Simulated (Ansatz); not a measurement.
Nudged elastic band of BH$_{2}$OF$_{3}$

The run: nudged elastic band of BH$_{2}$OF$_{3}$. Method and program: RKS PBE-D4/def2-SVP (Ansatz 0.2.0).

It belongs to a series of runs on one base structure; here: band between the two ends. Figures and captions count atoms from 1; the log counts them from 0 in places.

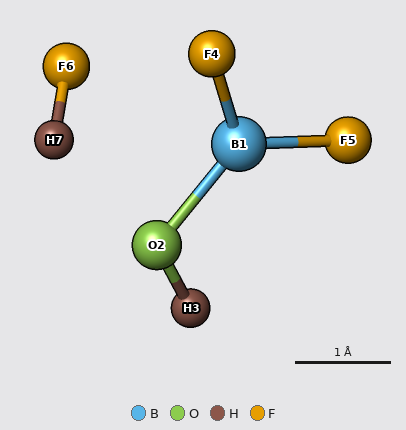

The starting structure (ball-and-stick view, seen at a tilt; atoms are numbered from 1 in the order of the input). Bond lengths as drawn: B–F 1.32 to 1.33 Å, B–O 1.38 Å, F–H 0.95 Å and H–O 0.98 Å.

### Key numbers

| quantity | value |
| --- | --- |
| outcome | converged |
| barrier, forward | 0.332 eV |
| barrier, backward | 0.826 eV |
| hardware | 1 thread of Arm Neoverse V2, 24 GiB of memory available, shared host |
| wall time | 74 s |
| peak memory | 0.13 GiB |

### Notes

The order of the saddle point was not checked.

### The input
```yaml
crystal:
  periodic: [false, false, false]
  atoms:
    - { symbol: B, position_ang: [-0.053034, -0.248885, 0.096961] }
    - { symbol: O, position_ang: [-0.03127, -0.281529, 1.473121] }
    - { symbol: H, position_ang: [-0.931184, -0.398101, 1.831875] }
    - { symbol: F, position_ang: [1.096255, -0.189591, -0.555977] }
    - { symbol: F, position_ang: [-1.198019, -0.360956, -0.577591] }
    - { symbol: F, position_ang: [0.075656, 2.250349, 0.819469] }
    - { symbol: H, position_ang: [0.255195, 1.550913, 1.430241] }
basis:
  gaussian: { orbitals: def2-SVP }
hamiltonian:
  xc: pbe
  dispersion: d4
neb:
  order_check: false
  images: 5
  f_tol: 0.05
  max_iterations: 60
  final_atoms:
    - { symbol: B, position_ang: [0.01116307, 0.39934695, -0.08947349] }
    - { symbol: O, position_ang: [0.04668316, 0.00892708, 1.67002711] }
    - { symbol: H, position_ang: [-0.84130607, -0.37234484, 1.83152478] }
    - { symbol: F, position_ang: [1.12010297, -0.20376354, -0.55929287] }
    - { symbol: F, position_ang: [-1.18795224, -0.1634672, -0.41557434] }
    - { symbol: F, position_ang: [0.03211825, 1.7617979, -0.01388998] }
    - { symbol: H, position_ang: [0.03278986, 0.89170364, 2.09477779] }
  initial_path:
    images:
      - { positions_ang: [[-0.053034, -0.248885, 0.096961], [-0.03127, -0.281529, 1.473121], [-0.931184, -0.398101, 1.831875], [1.096255, -0.189591, -0.555977], [-1.198019, -0.360956, -0.577591], [0.075656, 2.250349, 0.819469], [0.255195, 1.550913, 1.430241]] }
      - { positions_ang: [[-0.0326032, -0.16920019, 0.06685799], [-0.01922832, -0.17973513, 1.57085611], [-0.92049678, -0.35550085, 1.92370698], [1.1149618, -0.12578731, -0.58781146], [-1.17644803, -0.25621853, -0.60338449], [0.06619925, 2.01238586, 0.70898711], [0.18121428, 1.39625615, 1.43888676]] }
      - { positions_ang: [[-0.0121724, -0.08951538, 0.03675498], [-0.00718664, -0.07794126, 1.66859122], [-0.90980956, -0.3129007, 2.01553896], [1.13366859, -0.06198363, -0.61964591], [-1.15487706, -0.15148105, -0.62917798], [0.0567425, 1.77442272, 0.59850523], [0.10723357, 1.2415993, 1.44753251]] }
      - { positions_ang: [[0.00825839, -0.00983057, 0.00665197], [0.00485504, 0.0238526, 1.76632633], [-0.89912234, -0.27030055, 2.10737094], [1.15237539, 0.00182006, -0.65148037], [-1.13330609, -0.04674358, -0.65497147], [0.04728576, 1.53645958, 0.48802334], [0.03325285, 1.08694246, 1.45617827]] }
      - { positions_ang: [[0.00922662, 0.12656193, -0.02538985], [0.01879775, 0.01887743, 1.73422659], [-0.87985025, -0.30431531, 2.01542222], [1.14161792, -0.06670781, -0.6207512], [-1.15152147, -0.08565145, -0.57517243], [0.04222992, 1.61157235, 0.3207189], [0.03309852, 1.02186285, 1.66904478]] }
      - { positions_ang: [[0.01019484, 0.26295444, -0.05743167], [0.03274045, 0.01390226, 1.70212685], [-0.86057816, -0.33833007, 1.9234735], [1.13086044, -0.13523567, -0.59002204], [-1.16973686, -0.12455933, -0.49537338], [0.03717409, 1.68668513, 0.15341446], [0.03294419, 0.95678325, 1.88191128]] }
      - { positions_ang: [[0.01116307, 0.39934695, -0.08947349], [0.04668316, 0.00892708, 1.67002711], [-0.84130607, -0.37234484, 1.83152478], [1.12010297, -0.20376354, -0.55929287], [-1.18795224, -0.1634672, -0.41557434], [0.03211825, 1.7617979, -0.01388998], [0.03278986, 0.89170364, 2.09477779]] }
```

Launched with:
```bash
ansatz run input.yaml --threads 1 --pin off --max-ram 2048MiB --backend cpu --events-out ev --progress --plain --runs-dir out
```

### The program's output
```
Engine: ansatz 0.2.0, aarch64-unknown-linux-gnu
Functional definition: PBE
  parameter kappa = 0.804
  parameter beta = 0.06672455060314922
  exchange = pbe_x(kappa = kappa, mu = beta*pi^2/3)
  correlation = pbe_c(beta = beta)
857 factors; their error is unknown
mean field evaluation 1: about -10885.9147 eV, gradient 6.3e1 eV
mean field evaluation 2: about -10872.9807 eV, gradient 1.1e2 eV
mean field evaluation 4: about -10891.9129 eV, gradient 4.5e0 eV
mean field evaluation 8: about -10891.9457 eV, gradient 1.0e-1 eV
mean field evaluation 16: about -10891.9066 eV, gradient 2.3e-5 eV
mean field -10891.90659865 eV, -400.2701847009 hartree, gradient 2.3e-5 eV, S^2 0.000000; 0 other end points of the search recorded, 0 dependent functions left out
the calculation of the forces begins
reference -10891.90662502 eV, -400.2701856700 hartree; 21, 21 occupied and 59, 59 virtual orbitals, 857 factors
857 factors; their error is unknown
mean field -10892.40201775 eV, -400.2883910169 hartree, gradient 2.2e-5 eV, S^2 0.000000; 0 other end points of the search recorded, 0 dependent functions left out
[... from here on the field's lines of each further geometry are left out, up to the last ...]
NEB iter   1: max|band force component| = 5.286e0 eV/Å  barrier→ = 1.8928 eV  barrier← = 2.3872 eV  Δτ_max = 0.2000 Å  (172 SCF iters)
NEB iter   2: max|band force component| = 2.273e0 eV/Å  barrier→ = 0.5179 eV  barrier← = 1.0123 eV  Δτ_max = 0.1161 Å  (152 SCF iters)
NEB iter   3: max|band force component| = 9.464e-1 eV/Å  barrier→ = 0.3597 eV  barrier← = 0.8541 eV  Δτ_max = 0.0465 Å  (137 SCF iters)
NEB iter   4: max|band force component| = 4.674e-1 eV/Å  barrier→ = 0.3370 eV  barrier← = 0.8314 eV  CI = image 3  Δτ_max = 0.0382 Å  (131 SCF iters)
NEB iter   5: max|band force component| = 2.202e-1 eV/Å  barrier→ = 0.3368 eV  barrier← = 0.8312 eV  CI = image 3  Δτ_max = 0.0189 Å  (132 SCF iters)
NEB iter   6: max|band force component| = 1.190e-1 eV/Å  barrier→ = 0.3332 eV  barrier← = 0.8277 eV  CI = image 3  Δτ_max = 0.0144 Å  (128 SCF iters)
NEB iter   7: max|band force component| = 8.494e-2 eV/Å  barrier→ = 0.3319 eV  barrier← = 0.8264 eV  CI = image 3  Δτ_max = 0.0028 Å  (127 SCF iters)
the calculation of the forces begins
reference -10892.31900755 eV, -400.2853404485 hartree; 21, 21 occupied and 59, 59 virtual orbitals, 857 factors
857 factors; their error is unknown
mean field -10891.57490414 eV, -400.2579951524 hartree, gradient 2.4e-5 eV, S^2 0.000000; 1 other end points of the search recorded, 0 dependent functions left out
the calculation of the forces begins
reference -10891.57493066 eV, -400.2579961270 hartree; 21, 21 occupied and 59, 59 virtual orbitals, 857 factors
NEB iter   8: max|band force component| = 2.876e-2 eV/Å  barrier→ = 0.3319 eV  barrier← = 0.8263 eV  CI = image 3  Δτ_max = 0.0000 Å  (239 SCF iters)
```

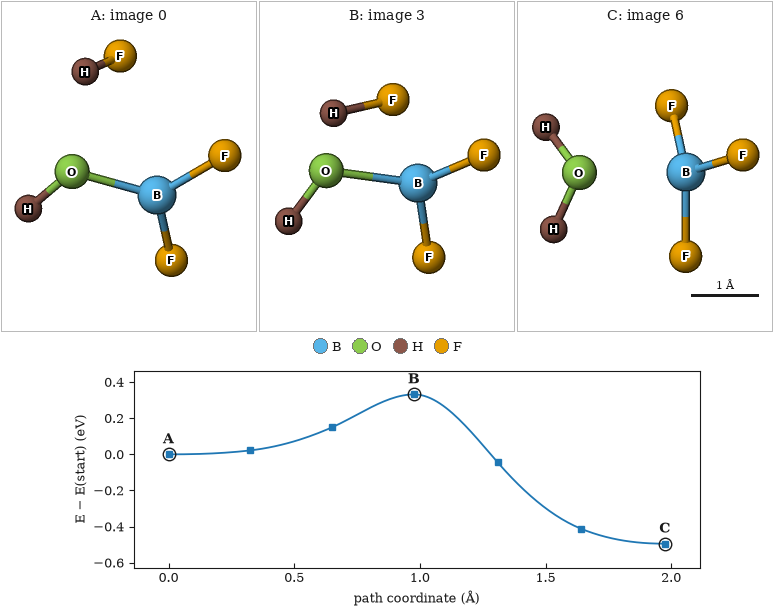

Images of the last band (counted from 0; ball-and-stick, seen at a tilt) above the energy along the path; the line is a cubic interpolation that uses the forces. The highest image is number 3, 0.332 eV above the start and 0.826 eV above the end (the climbing image); the end lies 0.494 eV below the start. The path is 1.97 Å long. The band converged in 8 iterations.

```
Total energy: -10891.66199378 eV, -400.2611956379 hartree
Atom 0 at     0.002281     0.133312     0.116078 Å, force    -0.012746    -0.003151     0.012798 eV/Å
Atom 1 at     0.011758    -0.081974     1.601286 Å, force    -0.000295    -0.004822     0.001517 eV/Å
Atom 2 at    -0.854989    -0.418228     1.901779 Å, force     0.009592     0.009972    -0.012743 eV/Å
Atom 3 at     1.138022    -0.184933    -0.513026 Å, force     0.001174     0.000614     0.000048 eV/Å
Atom 4 at    -1.177770    -0.116746    -0.482835 Å, force     0.001633    -0.002130    -0.004121 eV/Å
Atom 5 at     0.067645     1.779592     0.464593 Å, force    -0.000324    -0.002581     0.005239 eV/Å
Atom 6 at     0.026653     1.211177     1.430223 Å, force     0.000966     0.002098    -0.002738 eV/Å
Dipole moment:    -0.306366    -0.033626     0.562541 e Å
this run last wrote the band of iteration 8 to [file]
```

### The last band as extended XYZ (Å, eV, eV/Å)
```
7
Properties=species:S:1:pos:R:3:forces:R:3 image=0 energy=-10891.99384
B    -0.0530   -0.2489    0.0970   -0.0172  -0.0041   0.0257
O    -0.0313   -0.2815    1.4731   -0.0178  -0.0030  -0.0262
H    -0.9312   -0.3981    1.8319    0.0047  -0.0027   0.0089
F     1.0963   -0.1896   -0.5560    0.0120   0.0028  -0.0123
F    -1.1980   -0.3610   -0.5776    0.0170   0.0036   0.0090
F     0.0757    2.2503    0.8195    0.0023  -0.0010   0.0051
H     0.2552    1.5509    1.4302   -0.0011   0.0044  -0.0103
7
Properties=species:S:1:pos:R:3:forces:R:3 image=1 energy=-10891.97192
B    -0.0338   -0.1634    0.1332   -0.0223  -0.0758   0.0110
O    -0.0105   -0.2941    1.5117   -0.0108  -0.0477  -0.0181
H    -0.9062   -0.4547    1.8633   -0.0039   0.0075  -0.0144
F     1.1168   -0.1794   -0.5238   -0.0038  -0.0040  -0.0063
F    -1.1890   -0.1922   -0.5339   -0.0014  -0.0502  -0.0251
F     0.0675    2.0960    0.6633   -0.0062   0.1042   0.0456
H     0.1690    1.5099    1.4043    0.0484   0.0661   0.0072
7
Properties=species:S:1:pos:R:3:forces:R:3 image=2 energy=-10891.84408
B    -0.0138   -0.0262    0.1468   -0.0596  -0.3329   0.0624
O     0.0058   -0.2053    1.5533    0.0062  -0.2262  -0.0679
H    -0.8769   -0.4500    1.8870   -0.0308  -0.0357  -0.0262
F     1.1302   -0.1719   -0.5146   -0.0044   0.0137   0.0113
F    -1.1814   -0.1195   -0.5010   -0.0029  -0.0366  -0.0330
F     0.0722    1.9111    0.5598   -0.0037   0.2586   0.1643
H     0.0776    1.3839    1.3868    0.0952   0.3591  -0.1110
7
Properties=species:S:1:pos:R:3:forces:R:3 image=3 energy=-10891.66197
B     0.0023    0.1333    0.1161   -0.0127  -0.0032   0.0128
O     0.0118   -0.0820    1.6013   -0.0003  -0.0048   0.0015
H    -0.8550   -0.4182    1.9018    0.0096   0.0100  -0.0127
F     1.1380   -0.1849   -0.5130    0.0012   0.0006   0.0000
F    -1.1778   -0.1167   -0.4828    0.0016  -0.0021  -0.0041
F     0.0676    1.7796    0.4646   -0.0003  -0.0026   0.0052
H     0.0267    1.2112    1.4302    0.0010   0.0021  -0.0027
7
Properties=species:S:1:pos:R:3:forces:R:3 image=4 energy=-10892.03713
B     0.0118    0.2690    0.0457    0.0670   0.6881  -0.3616
O     0.0297   -0.0160    1.6381    0.0570   0.3356   0.1860
H    -0.8388   -0.3808    1.9094    0.0104   0.1861   0.0053
F     1.1354   -0.1938   -0.5253    0.0224  -0.0606  -0.0186
F    -1.1806   -0.1314   -0.4619    0.0098  -0.0352   0.0645
F     0.0576    1.7319    0.3186   -0.0173  -0.2465  -0.7246
H    -0.0015    1.0434    1.5935   -0.1494  -0.8675   0.8490
7
Properties=species:S:1:pos:R:3:forces:R:3 image=5 energy=-10892.40567
B     0.0155    0.3547   -0.0363    0.0151   0.1499  -0.1399
O     0.0455   -0.0095    1.6659    0.0147   0.0270   0.0489
H    -0.8343   -0.3735    1.8965   -0.0164   0.0160  -0.0257
F     1.1287   -0.2020   -0.5486    0.0040  -0.0266  -0.0204
F    -1.1846   -0.1440   -0.4419    0.0048  -0.0213   0.0227
F     0.0509    1.7339    0.1468   -0.0030  -0.0054  -0.3028
H    -0.0082    0.9627    1.8358   -0.0192  -0.1395   0.4173
7
Properties=species:S:1:pos:R:3:forces:R:3 image=6 energy=-10892.48825
B     0.0112    0.3993   -0.0895    0.0088  -0.0064   0.0010
O     0.0467    0.0089    1.6700   -0.0018   0.0054  -0.0068
H    -0.8413   -0.3723    1.8315    0.0056   0.0043   0.0007
F     1.1201   -0.2038   -0.5593    0.0055  -0.0043  -0.0041
F    -1.1880   -0.1635   -0.4156   -0.0114  -0.0047   0.0030
F     0.0321    1.7618   -0.0139    0.0014   0.0111   0.0050
H     0.0328    0.8917    2.0948   -0.0081  -0.0054   0.0013
```
